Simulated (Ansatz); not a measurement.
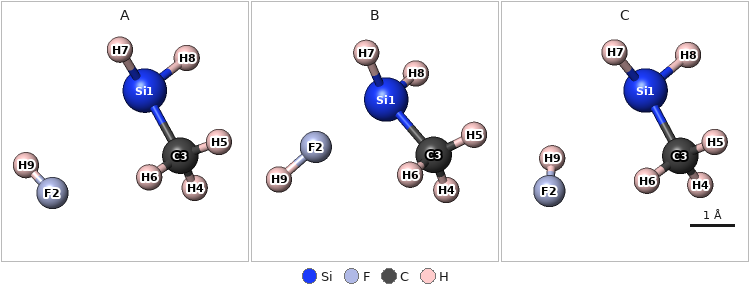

3 geometries from a converged minimum-energy path of CH6FSi (multiplicity 2), made up of CH5FSi and H, shuffled. Style: ball-and-stick. Shown at a tilt.

The calculation used UKS B3LYP-D4/def2-SVP (Ansatz). Set-up: 7 movable images; climbing image; force threshold 0.05 eV/Å; iteration limit 60; starting path through a guess of the saddle point.

> Which frame is the transition state?

B. In order along the path, whose images run from 0 to 8: B (image 3, +155.2 kJ/mol), A (image 6, +54.2 kJ/mol), C (image 7, +48.4 kJ/mol). Breaking: Si1–F2 (1.63 → 2.00 at the top → 3.12 Å). Forming: F2–H9 (2.69 → 1.13 at the top → 0.93 Å).

Limits of the set-up: the start holds two separate molecules, 2.7 Å apart at their closest, whose relative position is a soft coordinate.

Cost: 4.2 min on 2 threads of Arm Neoverse V1, on a shared host, peak memory 0.2 GiB.
